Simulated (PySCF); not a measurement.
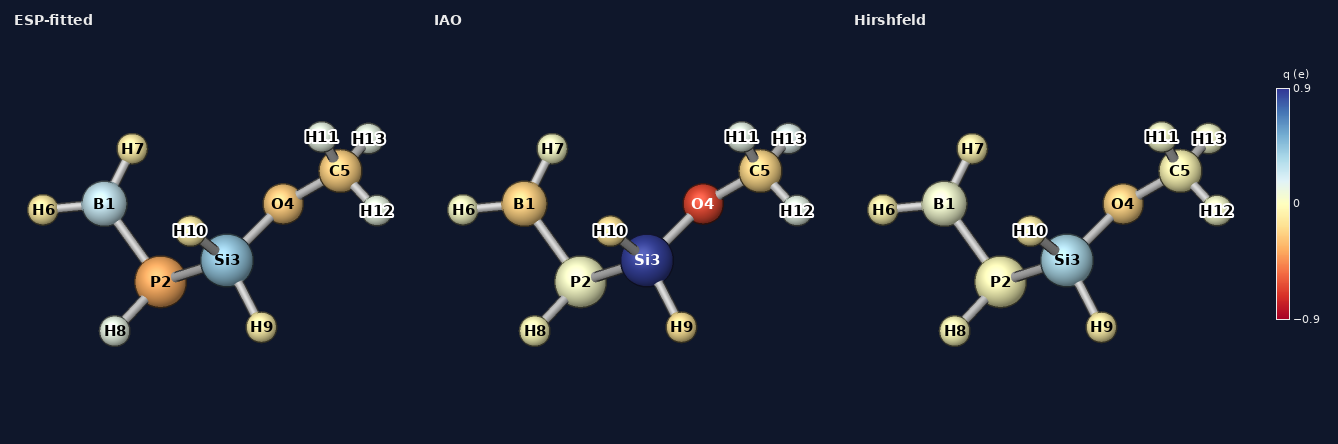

Atomic charges of one calculation by 3 schemes, on one colour scale. The computed structure is the end point of a GFN2-xTB optimisation. No frequency run is at hand to confirm it as a minimum. Computed with PBE0/pcSseg-1 (PySCF 2.14.0).

Which scheme gives the most polar picture (largest mean size of the charges)?

The IAO charges are the largest in size here, and the Hirshfeld charges the smallest.

On which atom do the schemes disagree most?

On B1 (from −0.23 to 0.27 e); Si3 (from 0.36 to 0.87 e).

List the charges (e), one line for each set of equivalent atoms.

| atom | ESP-fitted | IAO | Hirshfeld |
| --- | --- | --- | --- |
| B1 | 0.27 | −0.23 | 0.06 |
| P2 | −0.36 | 0.03 | −0.01 |
| Si3 | 0.43 | 0.87 | 0.36 |
| O4 | −0.25 | −0.64 | −0.22 |
| C5 | −0.23 | −0.20 | −0.03 |
| H6 | −0.10 | 0.03 | −0.06 |
| H7 | −0.09 | 0.03 | −0.06 |
| H8 | 0.12 | −0.01 | −0.01 |
| H9 | −0.07 | −0.15 | −0.08 |
| H10 | −0.09 | −0.16 | −0.09 |
| H11 | 0.12 | 0.13 | 0.04 |
| H12 | 0.11 | 0.13 | 0.04 |
| H13 | 0.12 | 0.16 | 0.05 |

The geometry is semi-empirical. Around B, P, Si such bond lengths and angles can be off by a tenth of an ångström or more and by several degrees, and values that hang on the shape move with them.
